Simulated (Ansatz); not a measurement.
Consider H2Si···H2O.

Input file:

```
crystal:
  periodic: [false, false, false]
  atoms:
    - {symbol: Si, position_ang: [-1.220344, 0.167742, -0.074509]}
    - {symbol: O, position_ang: [0.677063, -0.503383, -0.508942]}
    - {symbol: H, position_ang: [0.722262, -1.459876, -0.408262]}
    - {symbol: H, position_ang: [-0.768805, 0.351456, 1.377785]}
    - {symbol: H, position_ang: [-0.736296, 1.555669, -0.471592]}
    - {symbol: H, position_ang: [1.326121, -0.111608, 0.085520]}
basis:
  gaussian: {orbitals: def2-TZVPP}
hamiltonian: {xc: pbe0, dispersion: d4}
output: {orbitals: {seedname: orbitals}}
```

Run with:

```sh
ansatz run in.yaml --threads 2 --pin off --events-out ev --progress --plain --max-ram 4352MiB
```

The product side of a reaction path; geometry: PBE0-D4/def2-TZVP.

Computed with Ansatz 0.2.0, RKS PBE0-D4/def2-TZVPP.

Question: What can the converged electron density and electron localisation function tell about the bonding?

Answer: O–H (0.96 Å): ρ at the midpoint is about 3.9 e/Å³; the ELF climbs to about 1 towards the hydrogen, as it does in any bond to H: an ordinary covalent bond to hydrogen.

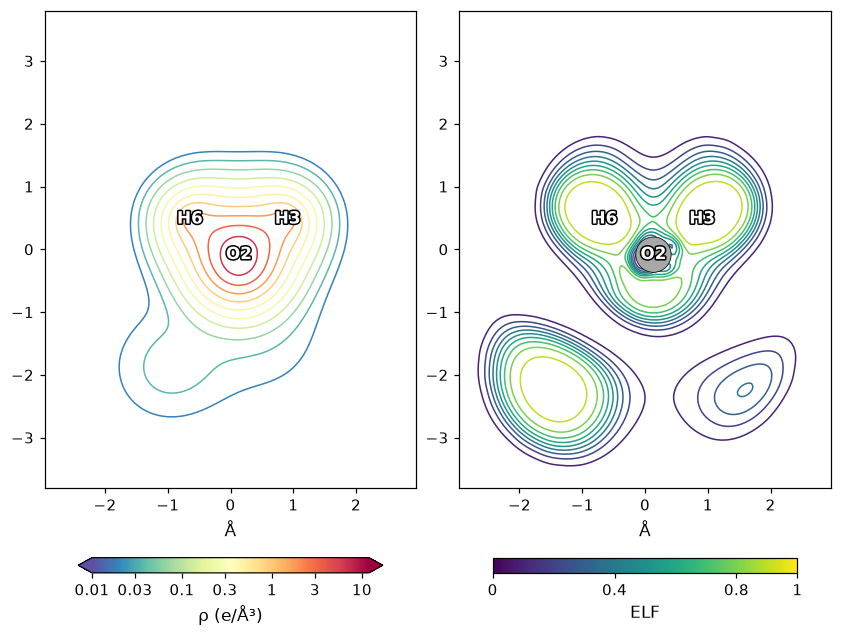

Computed electron density and electron localisation function on the plane of atoms H3, O2 and H6, in this order. Grey discs cover the atomic cores in the ELF map. 
